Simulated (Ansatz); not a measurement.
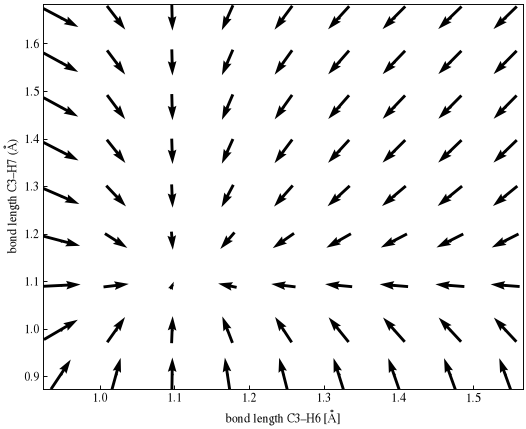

CH₃ClGeO, SMILES [Cl][GeH]1[CH2][O]1. 
- The first coordinate is: bond length C3–H6; the second: bond length C3–H7.
- Nothing is relaxed (all other coordinates rigid).
- The scan uses a 9 × 9 grid.
- Points are written as (first, second).
- The reference is spin-restricted, which grows unreliable where a bond is stretched far.
- Computed with RKS r2SCAN-D4/def2-SVP (Ansatz 0.2.0).

In the figure: dots at the grid points, arrows along the force (downhill), their lengths compressed.

The arrows alone are given. Where is the energy lowest?

The arrows converge at about (1.102 Å, 1.102 Å) (read from the interpolated surface).

The energy map of the same scan:

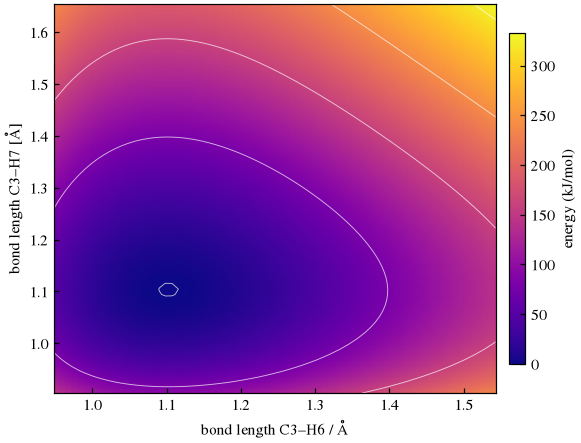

Energies are in kJ/mol, from the lowest grid point; between grid points the surface is interpolated.
